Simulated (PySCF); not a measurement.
In(Me)(OMe)(NH2), C₂H₈InNO, SMILES C[O][In]([CH3])[NH2] at its PBE0/def2-SVP optimised geometry (Å):

```
13

In    -1.0556     0.0142     0.0000
C     -1.9924    -1.8989     0.1955
H     -1.2165    -2.6540     0.3787
H     -2.5337    -2.1511    -0.7271
H     -2.7034    -1.8919     1.0334
O      0.9573     0.0142     0.0000
C      1.7488     1.1495    -0.0905
H      1.3545     2.0265     0.4666
H      2.7542     0.9443     0.3259
H      1.9073     1.4851    -1.1376
N     -1.7877     1.9055     0.0000
H     -2.7542     2.0734    -0.2605
H     -1.2039     2.6540    -0.3605
```

Computed with PBE0/def2-TZVP, def2 effective core potentials past Kr (PySCF 2.14.0). The core electrons that the potentials of In replace are not part of the density. Cells within 0.4 Å of a nucleus heavier than hydrogen are left out (blank, or x).

Map of the deformation density (molecule minus spherical neutral atoms) (e/bohr³) on the plane z = 0.0 Å:

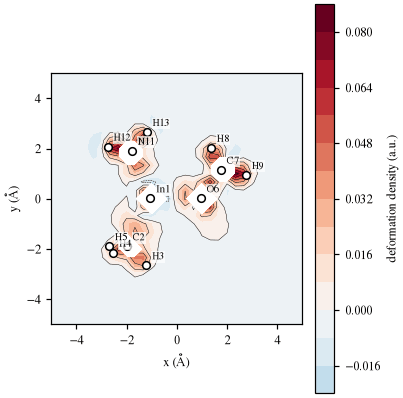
Figure. Deformation density (molecule minus spherical neutral atoms) (e/bohr³) on the plane z = 0.0 Å.
